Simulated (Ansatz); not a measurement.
## Geometry relaxation, with input and output: CH9AlSi (part 2 of 2)

CH9AlSi; RKS PBE0-D4/6-31G* (Ansatz 0.2.0). The input holds or restrains some coordinates. Forces given for the steps count only the free coordinates. It belongs to a series of runs on one base structure; here: pulled along the bonds that form and break, towards end A.

Geometry of the input (Å):
```
Al 0.0000  0.0000  0.0000
H  0.0000  0.0000  1.9100
H  1.3510  0.0000  -0.7800
C  -1.7060  0.0000  -0.9850
H  -2.2662  -0.9305  -0.7558
H  -2.3102  0.8797  -0.6796
H  -1.5043  0.0508  -2.0753
Si 0.1095  -2.4839  0.8261
H  -0.6805  -3.3291  -0.0645
H  1.4971  -2.9379  0.8228
H  -0.4270  -2.5710  2.1812
H  0.0428  -0.9718  1.9763
```

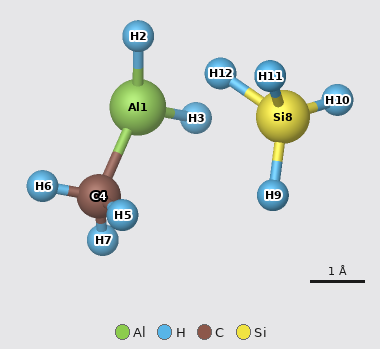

The geometry at step 5 of the log (ball-and-stick view, seen at a tilt; atoms are numbered from 1 in the order of the input).

```
mean field -15648.08754575 eV, -575.0566106516 hartree, gradient 5.4e-5 eV, S^2 0.000000; 1 other end points of the search recorded, 0 dependent functions left out
the calculation of the forces begins
reference -15648.08758159 eV, -575.0566119688 hartree; 21, 21 occupied and 50, 50 virtual orbitals, 816 factors
Total energy: -15648.25000984 eV, -575.0625810967 hartree
Atom 0 at    -0.064508     0.397156    -0.031648 Å, force    -0.012614    -0.201737    -0.240357 eV/Å
Atom 1 at    -0.058048     0.470449     1.533654 Å, force    -0.060978     0.666721     0.400074 eV/Å
Atom 2 at     1.343180     0.399403    -0.788714 Å, force     0.013778     0.006631     0.006007 eV/Å
Atom 3 at    -1.753810     0.207284    -1.014881 Å, force     0.016556    -0.024613    -0.003335 eV/Å
Atom 4 at    -2.335279    -0.642105    -0.632527 Å, force    -0.004980     0.017014     0.000577 eV/Å
Atom 5 at    -2.391849     1.093146    -0.903073 Å, force     0.001246     0.006911     0.004817 eV/Å
Atom 6 at    -1.595312     0.045147    -2.086599 Å, force    -0.009053     0.006793     0.003351 eV/Å
Atom 7 at     0.197518    -2.862353     1.254695 Å, force     0.004129    -0.486211    -0.071395 eV/Å
Atom 8 at    -0.559892    -3.396085     0.090575 Å, force     0.000921     0.000375     0.005892 eV/Å
Atom 9 at     1.612441    -3.309161     1.182260 Å, force     0.005293     0.008650     0.010608 eV/Å
Atom 10 at    -0.431598    -3.316935     2.521913 Å, force     0.000968    -0.008852     0.001732 eV/Å
Atom 11 at     0.143355    -1.379646     1.250544 Å, force     0.044735     0.008317    -0.117971 eV/Å
Dipole moment:    -0.123252    -0.131557     0.004460 e Å
```

**Trajectory as extended XYZ (Å, eV, eV/Å), 8 frames, from step=1 to step=8**
```
12
Properties=species:S:1:pos:R:3:forces:R:3 step=1 energy=-15646.03925
Al    0.0000    0.0000    0.0000   -0.1638  -2.3111   0.3271
H     0.0000    0.0000    1.9100    0.1346   0.0693   0.5759
H     1.3510    0.0000   -0.7800    0.6766   0.5866   0.3261
C    -1.7060    0.0000   -0.9850   -0.7391   0.5507   0.6616
H    -2.2662   -0.9305   -0.7558    0.1907   0.5626  -0.1870
H    -2.3102    0.8797   -0.6796   -0.0626  -0.4722  -0.4495
H    -1.5043    0.0508   -2.0753    0.0691   0.0016   0.5387
Si    0.1095   -2.4839    0.8261    0.3734   0.4256  -1.4090
H    -0.6805   -3.3291   -0.0645   -0.4746  -0.5389  -0.1839
H     1.4971   -2.9379    0.8228    0.5539  -0.4426   0.2643
H    -0.4270   -2.5710    2.1812   -0.2796  -0.6420   0.9866
H     0.0428   -0.9718    1.9763   -0.2786   2.2104  -1.4510
12
Properties=species:S:1:pos:R:3:forces:R:3 step=2 energy=-15645.60186
Al   -0.0077    0.1563    0.0178   -0.0514  -1.3510   1.4903
H    -0.0050    0.1460    1.8280    0.0194   1.0065  -0.7216
H     1.3556    0.0082   -0.7748    0.3038   0.2010   0.2945
C    -1.7102    0.0069   -0.9794   -0.1047   0.1224   0.2884
H    -2.2640   -0.9257   -0.7563    0.1356   0.4837  -0.1138
H    -2.3145    0.8778   -0.6841   -0.2421  -0.2517  -0.2944
H    -1.5035    0.0511   -2.0693   -0.0520  -0.0132   0.5176
Si    0.1169   -2.5877    0.9081    0.4937   0.9784  -0.8860
H    -0.6854   -3.3365   -0.0648   -0.4916   0.0788  -0.1531
H     1.5095   -2.9466    0.8275    0.8144  -0.4805   0.2626
H    -0.4349   -2.5810    2.2066   -0.7605  -1.6194   2.0616
H     0.0493   -1.1625    1.9169   -0.0646   0.8450  -2.7461
12
Properties=species:S:1:pos:R:3:forces:R:3 step=3 energy=-15645.88687
Al   -0.0153    0.3221    0.0560    0.0484  -1.6173   0.6368
H    -0.0108    0.2998    1.7338   -0.0288   1.2451  -0.7218
H     1.3526    0.0058   -0.7689   -0.1136   0.3525   0.3573
C    -1.7048    0.0078   -0.9749    0.3602   0.4075   0.1998
H    -2.2620   -0.9201   -0.7571    0.2023   0.3511   0.0542
H    -2.3177    0.8731   -0.6879   -0.4208  -0.1749  -0.2995
H    -1.5050    0.0501   -2.0633   -0.0911   0.0122   0.4214
Si    0.1288   -2.6892    0.9906    0.2462   0.8850  -0.9315
H    -0.6929   -3.3251   -0.0663   -0.2603   0.5097   0.0045
H     1.5255   -2.9540    0.8318    0.9848  -0.5247   0.2201
H    -0.4510   -2.6211    2.2488   -1.1283  -2.2968   2.6861
H     0.0588   -1.3430    1.8336    0.2008   0.8506  -2.6274
12
Properties=species:S:1:pos:R:3:forces:R:3 step=4 energy=-15646.74239
Al   -0.0188    0.4421    0.0617    0.0152  -2.0648  -0.4382
H    -0.0167    0.4347    1.6492   -0.0155   1.0613   0.1322
H     1.3422    0.0300   -0.7554   -0.1684   0.5249   0.3214
C    -1.6929    0.0284   -0.9688    0.2858   0.6032   0.2291
H    -2.2424   -0.9022   -0.7470    0.3140   0.2513   0.1815
H    -2.3448    0.8714   -0.7050   -0.4353  -0.0992  -0.2949
H    -1.5083    0.0532   -2.0540   -0.0370   0.0640   0.2037
Si    0.1367   -2.7982    1.0807   -0.1335   1.0509  -0.6560
H    -0.7002   -3.2850   -0.0626    0.0420   0.3723   0.2745
H     1.5556   -2.9825    0.8492    0.6109  -0.6170   0.2303
H    -0.4907   -2.7808    2.3531   -0.6409  -2.0866   1.6926
H     0.0865   -1.4047    1.6753    0.1628   0.9396  -1.8762
12
Properties=species:S:1:pos:R:3:forces:R:3 step=5 energy=-15647.58769
Al   -0.0205    0.4478    0.0381   -0.0610  -1.6522  -0.2081
H    -0.0170    0.5069    1.6179   -0.0073   0.9456   0.1963
H     1.3478    0.0788   -0.7409   -0.0296   0.3962   0.1446
C    -1.6940    0.0622   -0.9646    0.1177   0.4144   0.1040
H    -2.2121   -0.8815   -0.7269    0.2713   0.1966   0.1607
H    -2.3880    0.8780   -0.7289   -0.2833  -0.0521  -0.2055
H    -1.5100    0.0629   -2.0470   -0.0480   0.0725   0.0688
Si    0.1362   -2.8253    1.1346   -0.2319   1.2702  -0.2654
H    -0.6940   -3.2647   -0.0331    0.0795   0.1389   0.2897
H     1.5664   -3.0411    0.8829    0.2561  -0.5684   0.2616
H    -0.5059   -2.9572    2.4345   -0.0933  -1.3795   0.6468
H     0.0974   -1.3605    1.5096    0.0298   0.2180  -1.1937
12
Properties=species:S:1:pos:R:3:forces:R:3 step=6 energy=-15648.07066
Al   -0.0326    0.4407   -0.0004   -0.0838  -0.9732  -0.1664
H    -0.0249    0.5277    1.5738   -0.0210   0.8237   0.2443
H     1.3602    0.1941   -0.7649   -0.0336   0.2150   0.0749
C    -1.7176    0.1250   -0.9882    0.1171   0.2267   0.0338
H    -2.1990   -0.8257   -0.7173    0.1043   0.0835   0.1001
H    -2.4436    0.9207   -0.7794   -0.0895  -0.0461  -0.0821
H    -1.5417    0.0941   -2.0699   -0.0349   0.0567   0.0122
Si    0.1512   -2.8187    1.1876   -0.0911   0.5135  -0.1417
H    -0.6686   -3.2707    0.0244    0.0283   0.0986   0.1428
H     1.5645   -3.1924    0.9933    0.1393  -0.2600   0.1225
H    -0.4584   -3.1470    2.4764   -0.0861  -0.7572   0.3557
H     0.1169   -1.3416    1.4408    0.0511   0.0187  -0.6961
12
Properties=species:S:1:pos:R:3:forces:R:3 step=7 energy=-15648.24889
Al   -0.0608    0.3903   -0.0308    0.0564  -0.1614  -0.1753
H    -0.0372    0.4910    1.5359   -0.0879   0.6523   0.3553
H     1.3680    0.3909   -0.7682   -0.1240  -0.0167   0.0069
C    -1.7567    0.1933   -1.0119    0.0969  -0.0758   0.0016
H    -2.3144   -0.6791   -0.6452    0.0074   0.0135  -0.0003
H    -2.4250    1.0559   -0.8943    0.0614   0.0110  -0.0010
H    -1.5787    0.0427   -2.0827   -0.0603   0.0283  -0.0014
Si    0.1897   -2.8597    1.2476   -0.0388  -0.1676  -0.1301
H    -0.5879   -3.3488    0.0763   -0.0129  -0.0096   0.0413
H     1.5970   -3.3124    1.1339    0.0421  -0.0371   0.0507
H    -0.4367   -3.2884    2.5193   -0.0131  -0.1570   0.0568
H     0.1489   -1.3696    1.2964    0.0727  -0.0800  -0.2046
12
Properties=species:S:1:pos:R:3:forces:R:3 step=8 energy=-15648.24997
Al   -0.0645    0.3972   -0.0316   -0.0126  -0.2017  -0.2404
H    -0.0580    0.4704    1.5337   -0.0610   0.6667   0.4001
H     1.3432    0.3994   -0.7887    0.0138   0.0066   0.0060
C    -1.7538    0.2073   -1.0149    0.0166  -0.0246  -0.0033
H    -2.3353   -0.6421   -0.6325   -0.0050   0.0170   0.0006
H    -2.3918    1.0931   -0.9031    0.0012   0.0069   0.0048
H    -1.5953    0.0451   -2.0866   -0.0091   0.0068   0.0034
Si    0.1975   -2.8624    1.2547    0.0041  -0.4862  -0.0714
H    -0.5599   -3.3961    0.0906    0.0009   0.0004   0.0059
H     1.6124   -3.3092    1.1823    0.0053   0.0086   0.0106
H    -0.4316   -3.3169    2.5219    0.0010  -0.0089   0.0017
H     0.1434   -1.3796    1.2505    0.0447   0.0083  -0.1180
```

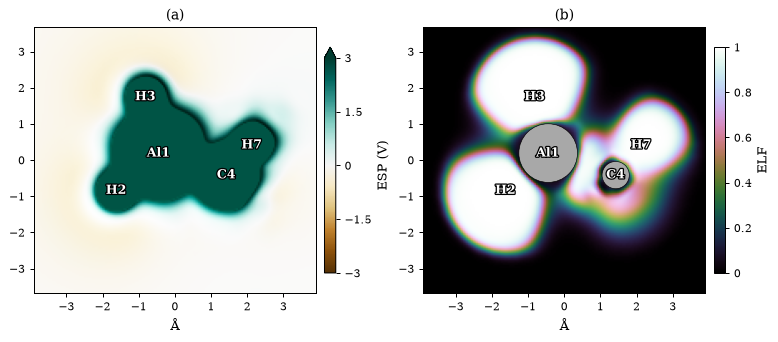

(a) molecular electrostatic potential; (b) ELF on the plane of atoms H2, Al1 and C4. Grey discs, where drawn, cover atomic cores. Al–H (1.57 Å): the ELF climbs to about 1 towards the hydrogen.

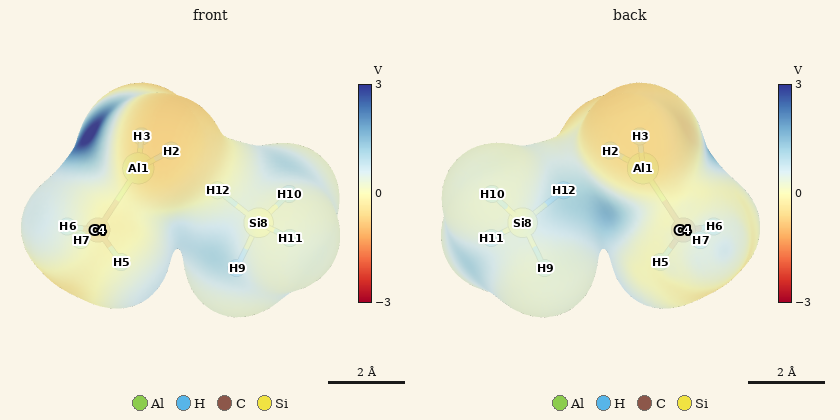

The molecular electrostatic potential painted on the density surface at 0.002 e/bohr³, seen at a tilt and from behind; red is negative and blue positive. A positive charge is drawn to the negative regions and a negative charge to the positive ones.

**Results in brief**

```tsv
quantity	value
outcome	converged under the restraints of the input
total energy	−15648.2500 eV
mean-field energy	−15648.0876 eV
largest force (length of the vector) at the end, held atoms and coordinates included	0.780 eV/Å
hardware	1 thread of Arm Neoverse V1, 24 GiB of memory available, shared host
wall time	31 s
peak memory	0.15 GiB
```
